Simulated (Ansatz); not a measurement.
Molecular dynamics of W (part 3 of 3)

The same run, continued: W (defect cell, 17 atoms in the cell); DFT PBEsol, scalar-relativistic, plane waves, PAW, no spin polarisation (Ansatz 0.2.0); cutoff 420 eV, 3×3×3 k-mesh, Fermi–Dirac smearing of 0.1 eV. It belongs to a series of runs on one base structure; here: dynamics from the last frame of the run before.

Geometry of the input (Å; fractional positions):
```
6.3200  0.0000  0.0000
0.0000  6.3200  0.0000
0.0000  0.0000  6.3200
W  -0.0833  -0.0083  -0.0875
W  0.4972  0.0262  0.0182
W  0.0186  0.5381  -0.0261
W  0.0112  0.0217  0.5053
W  0.2437  0.3045  0.2524
W  0.5246  0.4967  0.0059
W  0.5179  0.0188  0.5024
W  0.7629  0.2518  0.2494
W  0.0043  0.4957  0.4886
W  0.3321  0.6904  0.3113
W  0.2465  0.2587  0.7641
W  0.5247  0.4608  0.5238
W  0.7553  0.7585  0.2399
W  0.7421  0.2679  0.7659
W  0.2746  0.7621  0.7435
W  0.7297  0.7183  0.7145
W  0.1423  -0.0587  0.1541
```

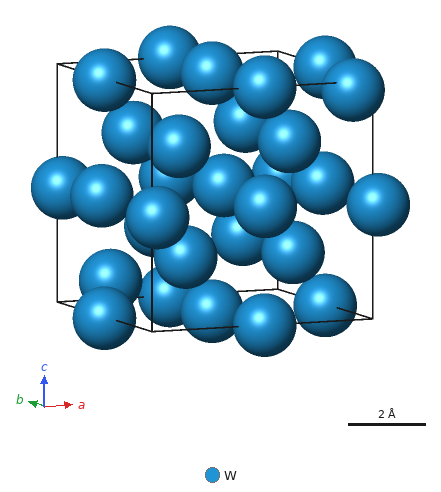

*The geometry at step 191 of the log (spheres-only view of the cell of the calculation, seen slightly off an axis).*

## Trajectory as extended XYZ, continued
```
17
Lattice="6.3200 0.0000 0.0000 0.0000 6.3200 0.0000 0.0000 0.0000 6.3200" Properties=species:S:1:pos:R:3:forces:R:3 step=55 time_fs=247.5 energy=-174345.53390 temperature=1282.4
W    -0.7386    0.2429   -0.6350    4.8749  -5.1656   2.0896
W     3.2386    0.0411    0.0419   -2.8913  -0.1245   0.3655
W     0.0568    3.2446   -0.1107    0.9131   0.0325   1.6901
W     0.1254    0.0429    3.2590   -0.0820   0.4124  -0.9575
W     1.5604    1.8585    1.6333    0.5825  -2.2753  -0.6556
W     3.2738    3.1985    0.0954   -1.6530  -1.0773  -1.8052
W     3.4303    0.1663    3.4035   -1.1501  -0.2048  -1.5389
W     4.8882    1.5288    1.4534   -0.7632   1.0381   2.1755
W    -0.0880    3.3422    2.9857    4.2897  -1.2055  -0.4827
W     2.3109    4.4965    2.0698   -2.8191   2.4139  -0.7225
W     1.6064    1.5223    4.8126   -0.3155   0.5806   0.8958
W     3.2168    2.9761    3.3547   -1.1883  -3.5585  -0.8043
W     4.7084    4.7625    1.5353    1.4732   1.2398  -0.2253
W     4.8239    1.9533    4.6288   -0.9122  -0.0056  -0.7779
W     1.6095    4.7461    4.7592    0.2052   0.3670   0.3683
W     4.6861    4.4827    4.4690   -0.0544   5.2993   3.3843
W     0.7556   -0.6653    0.9579   -0.5093   2.2335  -2.9992
17
Lattice="6.3200 0.0000 0.0000 0.0000 6.3200 0.0000 0.0000 0.0000 6.3200" Properties=species:S:1:pos:R:3:forces:R:3 step=82 time_fs=369.0 energy=-174346.21884 temperature=1444.9
W    -0.4205    0.2736   -0.7320   -1.9966   0.8553   0.9580
W     3.3313    0.1738    0.0362   -2.1325  -1.6434  -0.2182
W    -0.0083    3.2115    0.0542    0.8148  -0.1091  -0.3002
W     0.0045    0.0993    3.1231    0.6299  -1.2660  -0.2326
W     1.7238    1.6399    1.5647   -1.1391   0.6948   0.3581
W     3.0865    3.2279   -0.0329   -0.4259   1.1500   2.6542
W     3.2762    0.1126    3.1639   -0.3428  -0.1958   0.8973
W     4.8008    1.6907    1.5505    2.3873  -1.9069  -1.1813
W     0.1635    3.0772    3.2802   -1.9535   2.0464  -1.7304
W     2.1487    4.3889    2.1974   -2.6667   2.0869  -1.5734
W     1.5300    1.6555    4.7718    2.0698  -0.8361   0.1444
W     3.4404    2.9067    3.1765   -2.6577   1.9361  -1.7156
W     4.8189    4.8076    1.5094   -0.7342  -0.1875   1.0317
W     4.5203    1.9300    4.7384    4.0768  -4.3840   2.6295
W     1.5963    4.8218    4.7757    0.4666  -0.2364  -1.7738
W     4.5657    4.6038    4.7851    1.8929   2.2480  -1.9844
W     0.8863   -0.6808    0.7514    1.7110  -0.2522   2.0366
17
Lattice="6.3200 0.0000 0.0000 0.0000 6.3200 0.0000 0.0000 0.0000 6.3200" Properties=species:S:1:pos:R:3:forces:R:3 step=109 time_fs=490.5 energy=-174346.65670 temperature=1270.0
W    -0.4152    0.3113   -0.6606    2.7783   0.8458   4.4274
W     3.3045   -0.0286   -0.1210    1.7280   2.0367   0.6762
W     0.1137    3.2630    0.0081   -1.4106  -0.5907  -0.0144
W     0.0988    0.1086    3.2517    0.0649  -0.6153  -1.8730
W     1.5252    1.7171    1.6420    1.8290   0.9638  -1.1317
W     3.2283    3.3412    0.0625   -0.4145  -0.8292   0.7847
W     3.1446    0.0672    3.0608    0.1503  -0.5875   0.3800
W     4.8769    1.4758    1.6335   -0.9140   1.1074  -2.5774
W    -0.1603    3.1195    3.2162    0.2832  -0.4137   1.6024
W     1.6987    4.2537    2.2656    1.6610  -1.1423  -0.9297
W     1.7497    1.6054    4.7930   -1.3010   0.3384   0.1759
W     3.3925    2.9967    3.1275   -0.8375   1.8992  -0.6725
W     4.8074    4.8272    1.5798    0.6288  -0.4183  -0.7249
W     4.5406    1.8947    4.7170    1.5355  -1.4967   1.5665
W     1.6399    4.6606    4.7367   -0.1343   1.6018   0.6883
W     4.7621    4.8788    4.5510   -2.2775  -4.0232   0.4459
W     1.1571   -0.5523    0.8501   -3.3696   1.3238  -2.8238
17
Lattice="6.3200 0.0000 0.0000 0.0000 6.3200 0.0000 0.0000 0.0000 6.3200" Properties=species:S:1:pos:R:3:forces:R:3 step=136 time_fs=612.0 energy=-174346.58123 temperature=740.9
W    -0.3709    0.3335   -0.3945    0.3288   2.1211   0.5093
W     3.3739    0.0730   -0.0158    4.0753   1.8257  -1.4875
W     0.0003    3.2459   -0.0508    0.6936  -0.1905  -0.0318
W    -0.0254   -0.0182    3.1130    1.0906   1.5590  -0.2496
W     1.7189    1.7061    1.5499   -1.0268   0.8127   1.1500
W     3.1302    3.2692    0.0417    1.0081   0.6446  -0.9706
W     3.2113   -0.0814    3.1188   -1.0512   0.5553  -1.6432
W     4.8275    1.8042    1.5517   -0.9383  -1.8652  -0.3267
W    -0.0714    3.0769    3.3454   -2.8246  -0.8737   0.8503
W     1.5727    4.0768    2.1476    0.3478   3.3246  -2.6032
W     1.6517    1.6522    4.6706   -0.5380  -0.8921   1.5679
W     3.2561    3.1613    3.3357    2.8025   0.0500  -0.1259
W     4.8972    4.7913    1.6080   -1.1120  -0.1295  -0.4118
W     4.5653    1.5660    4.4303    1.4017   0.8869   3.2237
W     1.5731    4.9297    4.6547    0.3218  -1.5228   1.9315
W     4.7923    4.8113    4.8083   -1.5597  -2.5112  -2.0518
W     1.3617   -0.4578    0.7991   -3.0195  -3.7948   0.6693
17
Lattice="6.3200 0.0000 0.0000 0.0000 6.3200 0.0000 0.0000 0.0000 6.3200" Properties=species:S:1:pos:R:3:forces:R:3 step=164 time_fs=738.0 energy=-174347.28292 temperature=751.6
W    -0.2764    0.5196   -0.2215   -0.9514  -1.3567   0.0772
W     3.3167    0.1757   -0.0925    2.1600  -0.0900  -1.4303
W     0.0177    3.2220    0.0713   -0.0610   0.3095  -1.0943
W     0.0377    0.1326    3.1669   -0.6076  -1.0762  -0.5335
W     1.5552    1.6334    1.5205    0.0497   0.1359   0.8953
W     3.1754    3.2434    0.0428   -0.4359   1.1085  -0.2173
W     3.0827    0.0706    3.0430    1.4834  -0.5971   1.0424
W     4.5887    1.6475    1.6214    3.2878  -0.3532  -0.8776
W    -0.0742    3.0827    3.1683   -2.1472  -0.0283   1.7693
W     1.7654    4.2380    2.2384    1.0598  -1.4175   0.9367
W     1.6722    1.6428    4.8034   -1.1096   0.0244  -1.3200
W     3.3727    2.9770    3.2296   -0.8519   2.5350   0.6012
W     4.7935    4.8139    1.4161   -0.1095   0.4473   2.3047
W     4.6352    1.8498    4.7535    2.0160  -2.7324  -0.1701
W     1.6674    4.6992    4.6319   -0.4774   0.8653   0.5807
W     4.8175    4.8529    4.7097   -0.3095   0.0258  -0.6747
W     1.3171   -0.8611    0.6109   -2.9959   2.1997  -1.8894
17
Lattice="6.3200 0.0000 0.0000 0.0000 6.3200 0.0000 0.0000 0.0000 6.3200" Properties=species:S:1:pos:R:3:forces:R:3 step=191 time_fs=859.5 energy=-174346.41639 temperature=905.3
W    -0.3844    0.4182   -0.2764   -2.1434  -0.2815   0.1018
W     3.2921    0.1521   -0.0241    1.5305   0.4459  -0.7684
W     0.0137    3.1973   -0.0426   -0.1859   0.0853   0.7403
W     0.1625    0.0075    3.0197   -2.3503   1.0936   0.7774
W     1.6867    1.6792    1.6799   -0.8392  -0.5434  -2.2577
W     3.1540    3.3253   -0.0418   -0.4794  -1.8073   0.4689
W     3.2991    0.1259    3.1317   -1.4902  -0.9991   0.3586
W     4.7829    1.7359    1.6294    0.0908  -0.8237  -0.9262
W    -0.0014    3.3325    3.1903   -3.1175  -4.0678   0.3180
W     1.9328    4.2385    2.1825   -0.0074   2.4883  -2.2333
W     1.4494    1.5697    4.6467    2.2312   0.9201   1.5800
W     3.3895    3.0906    3.3131    0.5634  -2.1029   1.4319
W     4.6442    4.7444    1.7448    2.2306   1.3329  -3.1004
W     4.6588    1.6871    4.5885    1.3802  -0.4903   1.5508
W     1.5263    4.7930    4.6059    1.5467   0.8121   1.0001
W     4.6786    4.6603    4.7581    1.3984   3.6041   0.7568
W     1.1798   -0.8175    0.6081   -0.3586   0.3337   0.2016
17
Lattice="6.3200 0.0000 0.0000 0.0000 6.3200 0.0000 0.0000 0.0000 6.3200" Properties=species:S:1:pos:R:3:forces:R:3 step=218 time_fs=981.0 energy=-174346.40567 temperature=1477.7
W    -0.5098    0.5052   -0.2172    1.5080  -1.7418   0.2378
W     3.3137   -0.0297   -0.0119    2.8199   1.1768  -0.8781
W     0.0493    3.2801   -0.0705    0.0644  -0.0030   0.0253
W    -0.1801    0.0255    3.1560    4.3861   1.4612  -1.2364
W     1.4966    1.7534    1.5185    1.1197  -1.4941   1.3622
W     3.2071    3.2273    0.0341    0.9608   0.3661  -1.2522
W     3.1054   -0.0100    3.1096   -0.2718   1.0074  -0.5745
W     4.6738    1.7174    1.6424   -0.4522   0.4470   0.0819
W    -0.0144    3.0913    3.2508    0.3094   0.6370  -0.8881
W     1.9483    4.1471    2.0469   -1.4980   1.2109  -0.8678
W     1.6605    1.5763    4.9085   -0.7701  -0.5477  -1.6626
W     3.2799    3.1572    3.4644    1.2302  -2.1788  -0.4044
W     5.0135    4.8090    1.4612   -3.1081  -0.9752   0.7054
W     4.7129    1.6850    4.5307   -1.3974   0.2513   1.3688
W     1.6325    4.7998    4.6338   -0.5937   0.1817   1.2265
W     4.8596    4.7995    4.4988   -1.3904  -0.3396   4.1276
W     1.2156   -0.5944    0.7575   -2.9167   0.5407  -1.3712
17
Lattice="6.3200 0.0000 0.0000 0.0000 6.3200 0.0000 0.0000 0.0000 6.3200" Properties=species:S:1:pos:R:3:forces:R:3 step=245 time_fs=1102.5 energy=-174346.34971 temperature=1612.8
W    -0.3825    0.5572   -0.2548    0.0079  -0.0793  -1.1686
W     3.3141    0.2204   -0.0532    4.2955  -0.5114  -1.4362
W     0.1032    3.1779    0.0865   -1.7085   1.0203  -1.2906
W     0.1563    0.0540    3.1805   -1.3152  -0.0490  -0.6783
W     1.7453    1.6616    1.5466   -2.0048  -0.7831   1.2221
W     3.1314    3.1893   -0.0233    1.4010   2.1697   0.4241
W     3.2137   -0.0505    3.0683   -0.5889   0.8421   1.0232
W     4.7891    1.6005    1.6070   -1.4686   1.4588   1.6087
W    -0.3048    3.0677    3.2444    4.8962   2.2671  -0.5266
W     1.7153    4.1639    2.0040   -0.8144   0.4206   2.1833
W     1.6337    1.6486    4.7494   -0.8144  -0.5345  -0.7270
W     3.2802    3.0630    3.2694   -0.4071   1.3178  -0.9117
W     4.7192    4.7941    1.7064    1.5623  -0.6408  -2.0420
W     4.5572    1.7736    4.6084    1.4882  -2.6551   2.2116
W     1.6748    4.7286    4.5596   -0.7949   0.1503   1.0126
W     4.8194    4.9083    4.8793   -0.4021  -2.0660  -1.6192
W     1.2988   -0.6180    0.5352   -3.3324  -2.3274   0.7147
17
Lattice="6.3200 0.0000 0.0000 0.0000 6.3200 0.0000 0.0000 0.0000 6.3200" Properties=species:S:1:pos:R:3:forces:R:3 step=273 time_fs=1228.5 energy=-174346.27491 temperature=1058.6
W    -0.2901    0.5028   -0.3124   -1.9024  -0.0473  -0.8372
W     3.3928    0.0001   -0.0352   -0.4462   1.9958  -0.1770
W    -0.0762    3.1297   -0.1115    1.8819   0.8938   1.8058
W    -0.0469    0.0761    3.0851   -0.2880  -0.7097   0.7728
W     1.4954    1.5136    1.7015    1.7947   2.4759  -2.0412
W     3.2371    3.4200    0.0928   -2.0622  -2.3514  -0.7666
W     3.1735    0.1189    3.1480    1.3572  -0.1334  -0.6045
W     4.6941    1.7149    1.5779    0.6626  -0.5588  -0.0910
W     0.0613    2.9963    3.3765   -2.4010   1.2191  -2.6218
W     1.8188    4.4042    2.3545   -2.4376  -0.6886  -3.9714
W     1.7011    1.6038    4.6845    0.1879   0.2258   2.3198
W     3.4037    3.1849    3.2012    1.8718  -2.8764   1.1409
W     4.8418    4.8381    1.4658    0.5558  -0.2169   1.5081
W     4.5855    1.7423    4.6352    0.2427  -1.2352   0.7290
W     1.5888    4.8339    4.5901   -0.0387   0.4399   3.6714
W     4.7423    4.7356    4.6646    1.5245   1.7795   0.4376
W     1.1413   -0.8750    0.5949   -0.5030  -0.2122  -1.2746
17
Lattice="6.3200 0.0000 0.0000 0.0000 6.3200 0.0000 0.0000 0.0000 6.3200" Properties=species:S:1:pos:R:3:forces:R:3 step=300 time_fs=1350.0 energy=-174347.30673 temperature=1081.2
W    -0.4755    0.3556   -0.3900    1.1211  -1.0387   0.4644
W     3.3385    0.1015   -0.0108   -0.2152  -0.0774  -0.8559
W     0.0699    3.3223    0.0057   -0.3304  -1.0608  -0.3919
W     0.1731    0.1324    3.1942   -2.7408  -1.1912   0.4135
W     1.6416    1.6732    1.5167   -0.1806   1.8617   0.3857
W     3.2100    3.2869   -0.0840   -0.5669  -1.0173   1.4205
W     3.1533   -0.0569    3.0404    1.0414   1.7336   1.6049
W     4.7962    1.6461    1.6384   -0.5035  -0.3351  -1.1341
W    -0.1545    3.2391    3.1349    1.9437  -0.9393   1.1681
W     1.9039    4.1618    2.0750   -0.4820  -0.7285  -0.4908
W     1.4962    1.5947    4.7573    2.2419   0.7861   0.0915
W     3.3268    3.0367    3.2863    0.7072  -1.1327   0.7134
W     4.7705    4.7516    1.5902    0.0593   1.0557  -0.2922
W     4.6974    1.8464    4.6491   -0.1712  -2.5769   0.5847
W     1.6773    4.7376    4.6665   -1.0898   1.0488   1.2405
W     4.7365    4.7015    4.7337    0.2099   2.2166  -1.0170
W     1.1034   -0.5904    0.9102   -1.0440   1.3956  -3.9051
```
